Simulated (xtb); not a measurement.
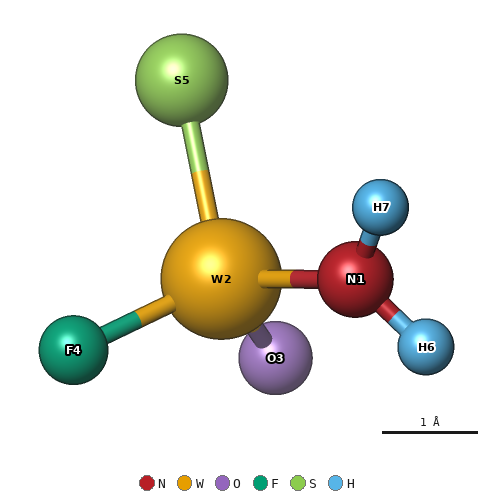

Figure 1. The structure (ball-and-stick view, seen at a tilt; atoms are numbered from 1 in the order of the input). Sticks mark near contacts. Bond lengths as drawn: F–W 1.86 Å, H–N 1.03 Å, N–W 1.97 Å, O–W 1.68 Å and S–W 2.18 Å.

WNH₂SOF: calculation of the molecule and its ions

System: WNH₂SOF, SMILES [NH2][W](=[O])([F])=[S].
Method: GFN1-xTB (xtb 6.7.1).

The geometry was optimised with GFN2-xTB.

### Output
```
* xtb version 6.7.1
   ID    Z sym.   atoms
    1    7 N      1
    2   74 W      2
    3    8 O      3
    4    9 F      4
    5   16 S      5
    6    1 H      6, 7

           -------------------------------------------------
          |                Calculation Setup                |
           -------------------------------------------------

          program call               : xtb start.xyz --acc 10 --vipea -P 1
          coordinate file            : start.xyz
          omp threads                :                     1

           -------------------------------------------------
          |                 G F N 1 - x T B                 |
           -------------------------------------------------

      * Hamiltonian:
        H0-scaling (s, p, d)           1.850000    2.250000    2.000000
        zeta-weighting                 0.000000
      * Dispersion:
        s8                             2.400000
        a1                             0.630000
        a2                             5.000000
        s9                             0.000000
      * Repulsion:
        kExp                           1.500000
        rExp                           1.000000
      * Coulomb:
        alpha                          2.000000
        third order                    atomic
        anisotropic                    false
      * Halogen bond correction:
        rad-scale                      1.300000
        damping                        0.440000

          ...................................................
          :                      SETUP                      :
          :.................................................:
          :  # basis functions                  36          :
          :  # atomic orbitals                  34          :
          :  # shells                           16          :
          :  # electrons                        32          :
          :  # halogen bonds                     0          :
          :  max. iterations                   250          :
          :  Hamiltonian                  GFN1-xTB          :
          :  restarted?                      false          :
          :  GBSA solvation                  false          :
          :  PC potential                    false          :
          :  electronic temp.          300.0000000     K    :
          :  accuracy                   10.0000000          :
          :  -> integral cutoff          0.2000000E+02      :
          :  -> integral neglect         0.1000000E-06      :
          :  -> SCF convergence          0.1000000E-04 Eh   :
          :  -> wf. convergence          0.2000000E-03 e    :
          :  Broyden damping             0.4000000          :
          :  net charge                          0          :
          :  unpaired electrons                  0          :
          ...................................................

 iter      E             dE          RMSdq      gap      omega  full diag
   1    -20.3159173 -0.203159E+02  0.880E+00    4.11       0.0  T
   2    -20.3532253 -0.373080E-01  0.480E+00    3.25       1.0  T
   3    -20.3560317 -0.280637E-02  0.261E+00    3.86       1.0  T
   4    -20.3597535 -0.372177E-02  0.820E-01    3.38       1.0  T
   5    -20.3633159 -0.356247E-02  0.190E-01    3.53       1.0  T
   6    -20.3635126 -0.196664E-03  0.185E-02    3.54       2.0  T
   7    -20.3635134 -0.761383E-06  0.465E-03    3.54       8.1  T
   8    -20.3635136 -0.187144E-06  0.567E-04    3.54      66.6  T
   9    -20.3635136 -0.357231E-08  0.121E-04    3.54     312.3  T

   *** convergence criteria satisfied after 9 iterations ***

         #    Occupation            Energy/Eh            Energy/eV
      -------------------------------------------------------------
         1        2.0000           -0.8226048             -22.3842
       ...           ...                  ...                  ...
        10        2.0000           -0.5098350             -13.8733
        11        2.0000           -0.4998501             -13.6016
        12        2.0000           -0.4967930             -13.5184
        13        2.0000           -0.4424200             -12.0389
        14        2.0000           -0.4267184             -11.6116
        15        2.0000           -0.4153590             -11.3025
        16        2.0000           -0.4053705             -11.0307 (HOMO)
        17                         -0.2753406              -7.4924 (LUMO)
        18                         -0.2687004              -7.3117
        19                         -0.1894709              -5.1558
        20                         -0.1775624              -4.8317
        21                         -0.1678249              -4.5667
       ...                                ...                  ...
        34                          0.7261481              19.7595
      -------------------------------------------------------------
                  HL-Gap            0.1300298 Eh            3.5383 eV
             Fermi-level           -0.3403555 Eh           -9.2615 eV

 SCC (total)                   0 d,  0 h,  0 min,  0.017 sec
 SCC setup                      ...        0 min,  0.000 sec (  0.875%)
 Dispersion                     ...        0 min,  0.000 sec (  0.270%)
 classical contributions        ...        0 min,  0.000 sec (  0.157%)
 integral evaluation            ...        0 min,  0.004 sec ( 24.589%)
 iterations                     ...        0 min,  0.006 sec ( 32.355%)
 molecular gradient             ...        0 min,  0.007 sec ( 39.485%)
 printout                       ...        0 min,  0.000 sec (  2.052%)

         :::::::::::::::::::::::::::::::::::::::::::::::::::::
         ::                     SUMMARY                     ::
         :::::::::::::::::::::::::::::::::::::::::::::::::::::
         :: total energy             -20.250573697692 Eh    ::
         :: gradient norm              0.075091232155 Eh/a0 ::
         :: HOMO-LUMO gap              3.538292292086 eV    ::
         ::.................................................::
         :: SCC energy               -20.363513556174 Eh    ::
         :: -> electrostatic           0.166571491832 Eh    ::
         :: repulsion energy           0.115495546884 Eh    ::
         :: dispersion energy         -0.002555688402 Eh    ::
         :: halogen bond corr.         0.000000000000 Eh    ::
         :: add. restraining           0.000000000000 Eh    ::
         :: total charge              -0.000000000000 e     ::
         :::::::::::::::::::::::::::::::::::::::::::::::::::::

           -------------------------------------------------
          |        vertical delta SCC IP calculation        |
           -------------------------------------------------

 iter      E             dE          RMSdq      gap      omega  full diag
   1    -19.7660513 -0.197661E+02  0.307E+00    3.54       0.0  T
   2    -19.5982686  0.167783E+00  0.527E+00    3.65       1.0  T
   3    -19.8121747 -0.213906E+00  0.191E+00    3.99       1.0  T
   4    -19.8284609 -0.162861E-01  0.116E+00    4.09       1.0  T
   5    -19.7189576  0.109503E+00  0.330E+00    4.08       1.0  T
   6    -19.8202593 -0.101302E+00  0.122E+00    4.04       1.0  T
   7    -19.8034942  0.167651E-01  0.169E+00    4.13       1.0  T
   8    -19.8334028 -0.299086E-01  0.461E-01    4.12       1.0  T
   9    -19.8356302 -0.222732E-02  0.115E-01    4.13       1.0  T
  10    -19.8357246 -0.944607E-04  0.660E-02    4.13       1.0  T
  11    -19.8357710 -0.464183E-04  0.165E-02    4.14       2.3  T
  12    -19.8357742 -0.311315E-05  0.491E-04    4.14      77.1  T
  13    -19.8357741  0.591824E-07  0.231E-03    4.14      16.4  T
  14    -19.8357741 -0.502352E-07  0.101E-03    4.14      37.6  T
     SCC iter.                  ...        0 min,  0.007 sec
     gradient                   ...        0 min,  0.007 sec
------------------------------------------------------------------------
empirical IP shift (eV):    4.8455
delta SCC IP (eV):    9.5150
------------------------------------------------------------------------
           -------------------------------------------------
          |        vertical delta SCC EA calculation        |
           -------------------------------------------------

 iter      E             dE          RMSdq      gap      omega  full diag
   1    -20.4985859 -0.204986E+02  0.423E+00    0.24       0.0  T
   2    -20.5068405 -0.825457E-02  0.339E+00    0.17       1.0  T
   3    -20.5258780 -0.190375E-01  0.184E+00    0.19       1.0  T
   4    -20.5279556 -0.207757E-02  0.477E-01    0.18       1.0  T
   5    -20.5280928 -0.137226E-03  0.271E-01    0.18       1.0  T
   6    -20.5283025 -0.209664E-03  0.862E-02    0.18       1.0  T
   7    -20.5283162 -0.136824E-04  0.237E-02    0.18       1.6  T
   8    -20.5283165 -0.288128E-06  0.709E-03    0.18       5.3  T
   9    -20.5283167 -0.181642E-06  0.140E-03    0.18      27.1  T
  10    -20.5283167 -0.777348E-08  0.127E-04    0.18     297.6  T
     SCC iter.                  ...        0 min,  0.005 sec
     gradient                   ...        0 min,  0.007 sec
------------------------------------------------------------------------
empirical EA shift (eV):    4.8455
delta SCC EA (eV):   -0.3610
------------------------------------------------------------------------
           -------------------------------------------------
          |                Property Printout                |
           -------------------------------------------------

    * Orbital Energies and Occupations

         #    Occupation            Energy/Eh            Energy/eV
      -------------------------------------------------------------
         1        2.0000           -0.5973714             -16.2553
       ...           ...                  ...                  ...
         5        2.0000           -0.3618689              -9.8470
         6        2.0000           -0.3200803              -8.7098
         7        2.0000           -0.3170532              -8.6275
         8        2.0000           -0.3151178              -8.5748
         9        2.0000           -0.3016053              -8.2071
        10        2.0000           -0.2902503              -7.8981
        11        2.0000           -0.2825966              -7.6898
        12        2.0000           -0.2764497              -7.5226
        13        2.0000           -0.2276898              -6.1958
        14        2.0000           -0.2075343              -5.6473
        15        2.0000           -0.1968588              -5.3568
        16        2.0000           -0.1859534              -5.0600
        17        0.9693           -0.0543743              -1.4796 (HOMO)
        18        0.0307           -0.0478143              -1.3011 (LUMO)
        19                          0.0258939               0.7046
        20                          0.0372944               1.0148
        21                          0.0507894               1.3821
        22                          0.0714976               1.9455
        23                          0.1186192               3.2278
        24                          0.2411511               6.5621
        25                          0.2419444               6.5836
        26                          0.2673085               7.2738
        27                          0.2745852               7.4718
        28                          0.2870831               7.8119
       ...                                ...                  ...
        34                          0.9459466              25.7405
      -------------------------------------------------------------
                  HL-Gap            0.0065599 Eh            0.1785 eV
             Fermi-level           -0.0856291 Eh           -2.3301 eV

  Mulliken/CM5 charges         n(s)   n(p)   n(d)
     1N    -0.67358 -1.21897   1.481  4.193  0.000
     2W     1.16995  1.86478   0.356  0.857  3.617
     3O    -0.72007 -0.97237   1.736  4.984  0.000
     4F    -0.50010 -0.61437   1.818  5.682  0.000
     5S    -0.60585 -0.74099   1.847  4.759 -0.001
     6H     0.16681  0.34298   0.833  0.000  0.000
     7H     0.16284  0.33894   0.837  0.000  0.000

Wiberg/Mayer (AO) data.
largest (>0.10) Wiberg bond orders for each atom

 ---------------------------------------------------------------------------
     #   Z sym  total        # sym  WBO       # sym  WBO       # sym  WBO
 ---------------------------------------------------------------------------
     1   7 N    2.929 --     2 W    0.973     6 H    0.927     7 H    0.926
     2  74 W    5.682 --     5 S    1.944     3 O    1.891     1 N    0.973
                             4 F    0.798
     3   8 O    2.104 --     2 W    1.891     5 S    0.124
     4   9 F    0.911 --     2 W    0.798
     5  16 S    2.169 --     2 W    1.944     3 O    0.124
     6   1 H    0.980 --     1 N    0.927
     7   1 H    0.984 --     1 N    0.926
 ---------------------------------------------------------------------------

Topologies differ in total number of bonds
Writing topology from bond orders to xtbtopo.mol

 dipole moment from electron density (au)
     X       Y       Z
  -0.7352   2.4160  -2.3808  total (Debye):    8.822

           -------------------------------------------------
          | TOTAL ENERGY              -20.415376806325 Eh   |
          | GRADIENT NORM               0.107018313211 Eh/α |
          | HOMO-LUMO GAP               0.178505066226 eV   |
           -------------------------------------------------

------------------------------------------------------------------------
------------------------------------------------------------------------
 total:
 *  cpu-time:     0 d,  0 h,  0 min,  0.066 sec
 * ratio c/w:     0.987 speedup
 SCF:
 *  cpu-time:     0 d,  0 h,  0 min,  0.053 sec
 * ratio c/w:     0.990 speedup
```

### Standard error
```
normal termination of xtb
```

The run was set up as follows.

### Input file (start.xyz)
```
7

N     -0.49935000     0.96488400    -0.53641700
W      0.28920800    -0.67203100     0.22839100
O     -0.89924700    -1.85594100     0.27757300
F      1.76061300    -1.19686700    -0.77532700
S      0.99585500    -0.15956800     2.22994700
H     -1.31550200     0.97758700    -1.16433400
H     -0.33157600     1.94194700    -0.25983300
```

### File .CHRG
```
0
```

### File .UHF
```
0
```

Command:
```bash
xtb start.xyz --acc 10 --vipea -P 1 > xtb.out
```

### Results in brief

```json
{"quantity": "outcome", "value": "converged"}
{"quantity": "electrons treated", "value": "32"}
{"quantity": "total energy", "value": "−20.250574 hartree"}
{"quantity": "dispersion energy", "value": "−0.002556 hartree"}
{"quantity": "basis functions", "value": "36"}
{"quantity": "hardware", "value": "1 thread of Intel Xeon @ 2.50GHz (Skylake/Cascade Lake), 189 GiB of memory available, shared host"}
{"quantity": "peak memory", "value": "0.071 GiB"}
```

### Remarks

Settings chosen away from the usual ones: method = gfn2-xtb; task = vipea; x = {"accuracy": 10}; geo = {"prev": "A"}. These settings are looser than, or depart from, a standard set-up, so the numbers are not reference values for this system.
